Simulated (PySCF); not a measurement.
**One shape, several levels: N2H3 (hydrazinyl radical)**

Aim: a comparison of 6 runs (UB3LYP/STO-3G, UM06-2X/STO-3G, USVWN5/STO-3G, UMP2/STO-3G, UCCSDT/STO-3G, UCISD/STO-3G) of N2H3 (hydrazinyl radical). Input form: a Python script.

The calculation is run with PySCF 2.14.0.

6 further runs of the same task are left out: 6 set aside as unsound or not needed.

## Step 1: The structure to begin with

N2H3 has 5 atoms, charge 0, and is taken as a doublet. SMILES: `[NH]N`. The N2–H4 distance was set to 1.819 Å, away from the relaxed value. At this shape a bond of the SMILES string is far longer than usual.

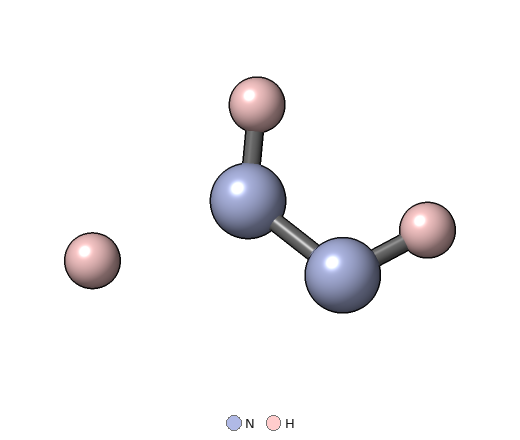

The structure, seen from a chosen angle (nitrogen light blue, hydrogen pink).

## Step 2: A single-point energy at UB3LYP/STO-3G (run 1)

The input, job.py:

```python
from pyscf import gto, dft

mol = gto.Mole()
mol.atom = '''
N      0.558464    -1.066142     0.665514
N      0.607164    -0.008692    -0.147626
H      1.485184    -1.249812     1.049344
H     -1.043070     0.577800    -0.638700
H      1.325984     0.704188    -0.055516
'''
mol.verbose = 4
mol.spin = 1
mol.basis = 'sto-3g'
mol.max_memory = 1860
mol.build()

ks = dft.UKS(mol)
ks.xc = 'b3lyp'
ks.grids.level = 5
ks.conv_tol = 1e-10
ks.kernel()
if not ks.converged:
    ks = ks.newton().run(ks.mo_coeff, ks.mo_occ)

e_tot = ks.e_tot
print('E(%s) = %.9f' % ('B3LYP', e_tot))
```

Launch:

```
$ OMP_NUM_THREADS=1 python job.py
```

Output:

```text
PySCF version 2.14.0

[INPUT] num. atoms = 5
[INPUT] num. electrons = 17
[INPUT] charge = 0
[INPUT] spin (= nelec alpha-beta = 2S) = 1
[INPUT] symmetry False subgroup None
[INPUT] Mole.unit = angstrom
[INPUT] Symbol           X                Y                Z      unit          X                Y                Z       unit  Magmom
[INPUT]  1 N      0.558464000000  -1.066142000000   0.665514000000 AA    1.055344010429  -2.014716389896   1.257639192064 Bohr   0.0
[INPUT]  2 N      0.607164000000  -0.008692000000  -0.147626000000 AA    1.147373672695  -0.016425499475  -0.278972708865 Bohr   0.0
[INPUT]  3 H      1.485184000000  -1.249812000000   1.049344000000 AA    2.806591004586  -2.361802387195   1.982972770456 Bohr   0.0
[INPUT]  4 H     -1.043070000000   0.577800000000  -0.638700000000 AA   -1.971116628750   1.091883754774  -1.206968075760 Bohr   0.0
[INPUT]  5 H      1.325984000000   0.704188000000  -0.055516000000 AA    2.505746605555   1.330722460205  -0.104910035531 Bohr   0.0

[... 41 lines left out ...]
WARN: HOMO -0.0934908163793354 >= LUMO -0.093490816379336
[... 54 lines left out ...]
converged SCF energy = -109.608784250199  <S^2> = 0.88751737  2S+1 = 2.1330892
E(B3LYP) = -109.608784250
```

Wall time 3.9 s (1 thread of Arm Neoverse V2, shared host); peak memory 0.18 GiB.

## Step 3: A single-point energy at UM06-2X/STO-3G (run 2)

The input, input.py:

```python
from pyscf import gto, dft

mol = gto.M(
    atom='''
N    0.558464  -1.066142   0.665514
N    0.607164  -0.008692  -0.147626
H    1.485184  -1.249812   1.049344
H   -1.043070   0.577800  -0.638700
H    1.325984   0.704188  -0.055516
''',
    spin=1,
    basis='sto-3g',
    verbose=4,
    max_memory=1860,
)

mf = dft.UKS(mol, xc='m06-2x')
mf.grids.level = 5
mf.conv_tol = 1e-10
mf.kernel()
if not mf.converged:
    mf = mf.newton().run(mf.mo_coeff, mf.mo_occ)

energy = mf.e_tot
print('Final energy', energy)
```

Launch:

```
$ OMP_NUM_THREADS=1 python input.py
```

Output:

```text
PySCF version 2.14.0

[INPUT] num. atoms = 5
[INPUT] num. electrons = 17
[INPUT] charge = 0
[INPUT] spin (= nelec alpha-beta = 2S) = 1
[INPUT] symmetry False subgroup None
[INPUT] Mole.unit = angstrom
[INPUT] Symbol           X                Y                Z      unit          X                Y                Z       unit  Magmom
[INPUT]  1 N      0.558464000000  -1.066142000000   0.665514000000 AA    1.055344010429  -2.014716389896   1.257639192064 Bohr   0.0
[INPUT]  2 N      0.607164000000  -0.008692000000  -0.147626000000 AA    1.147373672695  -0.016425499475  -0.278972708865 Bohr   0.0
[INPUT]  3 H      1.485184000000  -1.249812000000   1.049344000000 AA    2.806591004586  -2.361802387195   1.982972770456 Bohr   0.0
[INPUT]  4 H     -1.043070000000   0.577800000000  -0.638700000000 AA   -1.971116628750   1.091883754774  -1.206968075760 Bohr   0.0
[INPUT]  5 H      1.325984000000   0.704188000000  -0.055516000000 AA    2.505746605555   1.330722460205  -0.104910035531 Bohr   0.0

[... 42 lines left out ...]
WARN: HOMO -0.0725521923478345 >= LUMO -0.0725521923478338
[... 66 lines left out ...]
converged SCF energy = -109.588091064744  <S^2> = 0.88832784  2S+1 = 2.133849
Final energy -109.58809106474436
```

Wall time 6.3 s (1 thread of Arm Neoverse V2, shared host); peak memory 0.19 GiB.

Run 3 isn't shown in full; the table further down has it.

## Step 4: A single-point energy at UMP2/STO-3G (run 4)

The input, input.py:

```python
from pyscf import gto, scf, mp

mol = gto.M(
    atom='''
N        0.558464      -1.066142       0.665514
N        0.607164      -0.008692      -0.147626
H        1.485184      -1.249812       1.049344
H       -1.043070       0.577800      -0.638700
H        1.325984       0.704188      -0.055516
''',
    basis='sto-3g',
    spin=1,
    max_memory=1860,
    verbose=4,
)

mf = scf.UHF(mol)
mf.conv_tol = 1e-10
mf.kernel()
if not mf.converged:
    mf = mf.newton().run(mf.mo_coeff, mf.mo_occ)

pt = mp.MP2(mf, frozen=2).run()
etot = pt.e_tot
print('E(%s) = %.9f' % ('MP2', etot))
```

Launch:

```
$ OMP_NUM_THREADS=1 python input.py
```

Output:

```text
PySCF version 2.14.0

[INPUT] num. atoms = 5
[INPUT] num. electrons = 17
[INPUT] charge = 0
[INPUT] spin (= nelec alpha-beta = 2S) = 1
[INPUT] symmetry False subgroup None
[INPUT] Mole.unit = angstrom
[INPUT] Symbol           X                Y                Z      unit          X                Y                Z       unit  Magmom
[INPUT]  1 N      0.558464000000  -1.066142000000   0.665514000000 AA    1.055344010429  -2.014716389896   1.257639192064 Bohr   0.0
[INPUT]  2 N      0.607164000000  -0.008692000000  -0.147626000000 AA    1.147373672695  -0.016425499475  -0.278972708865 Bohr   0.0
[INPUT]  3 H      1.485184000000  -1.249812000000   1.049344000000 AA    2.806591004586  -2.361802387195   1.982972770456 Bohr   0.0
[INPUT]  4 H     -1.043070000000   0.577800000000  -0.638700000000 AA   -1.971116628750   1.091883754774  -1.206968075760 Bohr   0.0
[INPUT]  5 H      1.325984000000   0.704188000000  -0.055516000000 AA    2.505746605555   1.330722460205  -0.104910035531 Bohr   0.0

[... 104 lines left out ...]
converged SCF energy = -109.006640159277  <S^2> = 1.4033201  2S+1 = 2.5716299
[... 1 line left out ...]
******** <class 'pyscf.mp.ump2.UMP2'> ********
nocc = (np.int64(7), np.int64(6)), nmo = (11, 11)
frozen orbitals 2
E(UMP2) = -109.080340955836  E_corr = -0.0737007965586345
E(SCS-UMP2) = -109.085106863893  E_corr = -0.0784667046161252
E_corr(same-spin) = -0.0115087514471956
E_corr(oppo-spin) = -0.0621920451114389
E(MP2) = -109.080340956
```

It took 0.71 s on 1 thread of Arm Neoverse V2, shared host; peak memory 0.11 GiB.

Run 5 isn't shown in full; the table further down has it.

## Step 5: The energy at UCISD/STO-3G (run 6)

The input, geometry.xyz:

```xyz
5

N      0.558464    -1.066142     0.665514
N      0.607164    -0.008692    -0.147626
H      1.485184    -1.249812     1.049344
H     -1.043070     0.577800    -0.638700
H      1.325984     0.704188    -0.055516
```

The input, calc.py:

```python
from pyscf import gto, scf, ci

mol = gto.M(
    atom='geometry.xyz',
    verbose=4,
    basis='sto-3g',
    max_memory=1860,
    spin=1,
    charge=0,
)

mf = scf.UHF(mol)
mf.conv_tol = 1e-10
mf.kernel()
if not mf.converged:
    mf = mf.newton().run(mf.mo_coeff, mf.mo_occ)

cisd = ci.CISD(mf, frozen=2)
cisd.kernel()
energy = cisd.e_tot
print(f'total energy: {energy:.8f} hartree')
```

Launch:

```
$ OMP_NUM_THREADS=1 python calc.py
```

Output:

```text
PySCF version 2.14.0

[INPUT] num. atoms = 5
[INPUT] num. electrons = 17
[INPUT] charge = 0
[INPUT] spin (= nelec alpha-beta = 2S) = 1
[INPUT] symmetry False subgroup None
[INPUT] Mole.unit = angstrom
[INPUT] Symbol           X                Y                Z      unit          X                Y                Z       unit  Magmom
[INPUT]  1 N      0.558464000000  -1.066142000000   0.665514000000 AA    1.055344010429  -2.014716389896   1.257639192064 Bohr   0.0
[INPUT]  2 N      0.607164000000  -0.008692000000  -0.147626000000 AA    1.147373672695  -0.016425499475  -0.278972708865 Bohr   0.0
[INPUT]  3 H      1.485184000000  -1.249812000000   1.049344000000 AA    2.806591004586  -2.361802387195   1.982972770456 Bohr   0.0
[INPUT]  4 H     -1.043070000000   0.577800000000  -0.638700000000 AA   -1.971116628750   1.091883754774  -1.206968075760 Bohr   0.0
[INPUT]  5 H      1.325984000000   0.704188000000  -0.055516000000 AA    2.505746605555   1.330722460205  -0.104910035531 Bohr   0.0

[... 104 lines left out ...]
converged SCF energy = -109.006640159277  <S^2> = 1.4033201  2S+1 = 2.5716299
[... 1 line left out ...]
******** <class 'pyscf.ci.ucisd.UCISD'> ********
CISD nocc = (np.int64(7), np.int64(6)), nmo = (11, 11)
frozen orbitals 2
max_cycle = 50
direct = 0
conv_tol = 1e-09
max_cycle = 50
max_space = 12
lindep = 0
nroots = 1
Init t2, MP2 energy = -0.073700796214835
UCISD converged
E(UCISD) = -109.1226448316874  E_corr = -0.1160046724104553
total energy: -109.12264483 hartree
```

Wall time 0.73 s (1 thread of Arm Neoverse V2, shared host); peak memory 0.1 GiB.

## Step 6: Overview of the runs

| run | level | integration grid | frozen core orbitals | energy (Eh) | dipole moment (D) of the reference | HOMO energy (eV) | LUMO energy (eV) | wall time |
| --- | --- | --- | --- | --- | --- | --- | --- | --- |
| 1 | UB3LYP/STO-3G | 5 | – | -109.608784 | 2.67 | -2.75 | 0.43 | 3.9 s |
| 2 | UM06-2X/STO-3G | 5 | – | -109.588091 | 2.86 | -4.26 | 1.90 | 6.3 s |
| 3 | USVWN5/STO-3G | 5 | – | -108.683301 | 2.56 | -1.00 | -0.18 | 2.5 s |
| 4 | UMP2/STO-3G | – | 2 | -109.080341 | 2.96 | -7.61 | 7.93 | 0.71 s |
| 5 | UCCSDT/STO-3G | – | 2 | -109.142695 | 2.96 | -7.61 | 7.93 | 1.8 s |
| 6 | UCISD/STO-3G | – | 2 | -109.122645 | 2.96 | -7.61 | 7.93 | 0.73 s |

## Step 7: Outcome

| quantity | value |
| --- | --- |
| run 6: total energy | -109.12264 Eh |
| run 6: dipole moment (Hartree–Fock density) | 2.96 D |
| run 6: HOMO energy (Hartree–Fock orbitals) (highest over α and β) | -7.61 eV |
| run 6: LUMO energy (Hartree–Fock orbitals) (lowest over α and β) | 7.93 eV |
| run 6: correlation energy (2 core orbitals frozen) | -116.0 mEh |
| run 6: ⟨S²⟩ of the reference determinant | 1.403 |

What this shows: Over runs 1, 2, 3 the dipole moment (its size) runs from 2.56 D (USVWN5/STO-3G) to 2.86 D (UM06-2X/STO-3G). Totals of different functionals can't be ranked against each other. In runs 1, 2, 3, 4, 5, 6 the basis is minimal, so the values are rough. Spin contamination of the reference: run 4 ⟨S²⟩ = 1.40, run 5 ⟨S²⟩ = 1.40, run 6 ⟨S²⟩ = 1.40, run 2 ⟨S²⟩ = 0.89, run 1 ⟨S²⟩ = 0.89. Where it is this large, the reference is a mixture of spin states, and values that rest on it are in doubt. All runs together took 16 s, the longest 6.3 s.
